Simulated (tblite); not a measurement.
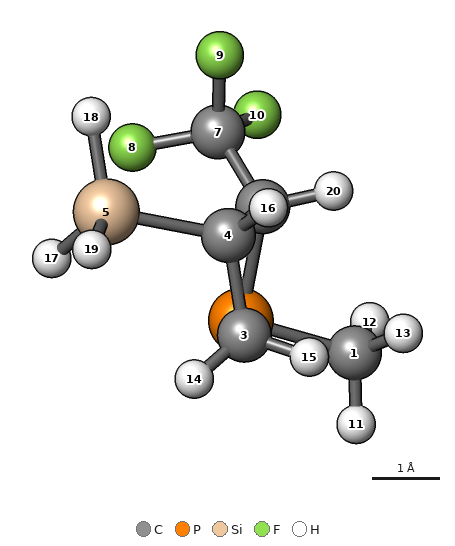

*The structure (ball-and-stick view, seen at a tilt; atoms are numbered from 1 in the order of the input).*

## Frequency calculation of C5H10F3PSi

System: C5H10F3PSi.
Method: GFN2-xTB harmonic vibrations, gas phase (tblite 0.8.0).

### The input
```
{"job": {"kind": "ir", "xc": "GFN2-xTB", "basis": "xTB"}, "charge": 0, "multiplicity": 1}
C      2.692602    -0.758688    -0.364309
P      0.993737    -0.580922    -1.072590
C     -0.040958    -1.564580     0.142929
C     -0.819990    -0.300805     0.556506
Si    -2.485730    -0.187290    -0.372057
C      0.268127     0.692036     0.116420
C     -0.139855     1.995459    -0.499472
F     -0.832569     1.858459    -1.640522
F     -0.903017     2.753331     0.312874
F      0.934738     2.748210    -0.805115
H      3.129373    -1.681037    -0.744568
H      3.300470     0.077313    -0.708324
H      2.680160    -0.783377     0.724421
H     -0.639203    -2.365149    -0.289491
H      0.566822    -1.976927     0.950588
H     -1.007443    -0.246278     1.633001
H     -2.265475    -0.435364    -1.794127
H     -3.112545     1.101764    -0.102882
H     -3.286856    -1.271328     0.205684
H      0.962463     0.935852     0.928604
```

The first line tells a small driver script what to run in tblite; the rest is the geometry in Å.

Hardware: 1 CPU thread, shared host.

Launched with:
```bash
OMP_NUM_THREADS=1 python <driver script> task.json out
```

### The program's output
```
mode    cm-1     km/mol
  1      49.7      0.56
  2      59.6      0.27
  3     102.2      1.64
  4     139.5      3.67
  5     147.0      2.26
  6     186.3      0.82
  7     214.0      0.82
  8     222.1      0.07
  9     245.8      1.77
 10     312.9      7.32
 11     330.5      1.77
 12     365.2      8.91
 13     465.6      4.54
 14     482.7     11.56
 15     506.8     16.69
 16     566.1     30.27
 17     602.0     36.88
 18     632.0     35.69
 19     671.0     34.47
 20     715.3      4.26
 21     732.9     51.36
 22     755.4     84.70
 23     762.0    157.77
 24     796.3    173.18
 25     802.9    286.98
 26     811.0      3.13
 27     862.2     38.37
 28     889.6     44.16
 29     905.2      1.07
 30    1013.3     23.27
 31    1019.7    241.66
 32    1032.1    103.50
 33    1041.2    200.75
 34    1073.8      7.88
 35    1107.3     51.57
 36    1171.9     11.93
 37    1201.3    132.58
 38    1222.0     19.34
 39    1236.8     11.78
 40    1290.0     39.74
 41    1313.9      0.74
 42    1431.6      3.96
 43    1444.4      7.80
 44    1455.8      0.23
 45    2249.9    321.44
 46    2300.7    175.33
 47    2318.5    323.18
 48    2911.9     17.16
 49    2929.2     51.38
 50    2954.4     24.29
 51    2989.1      6.34
 52    2992.4     23.82
 53    3005.3      7.31
 54    3010.3      7.50
```

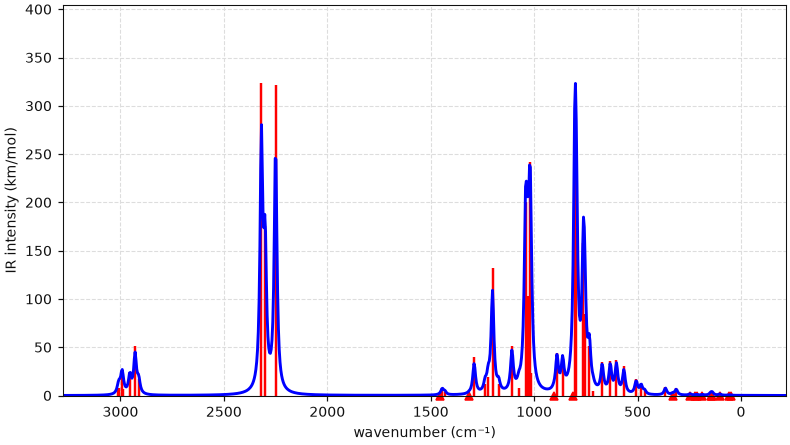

*Harmonic infrared spectrum, unscaled: sticks (degenerate modes added up, dark ones marked on the axis) with a Lorentzian envelope of 16 cm⁻¹ full width, scaled to the tallest stick.*

54 modes from 50 to 3010 cm⁻¹, none imaginary. The strongest line is at 2318 cm⁻¹ (323 km/mol).

### Results in brief

| quantity | value |
| --- | --- |
| outcome | converged |
| total energy | −932.0399 eV |
| zero-point energy | 85.8470 kcal/mol |
| wall time | 1.4 s |
| peak memory | 0.18 GiB |
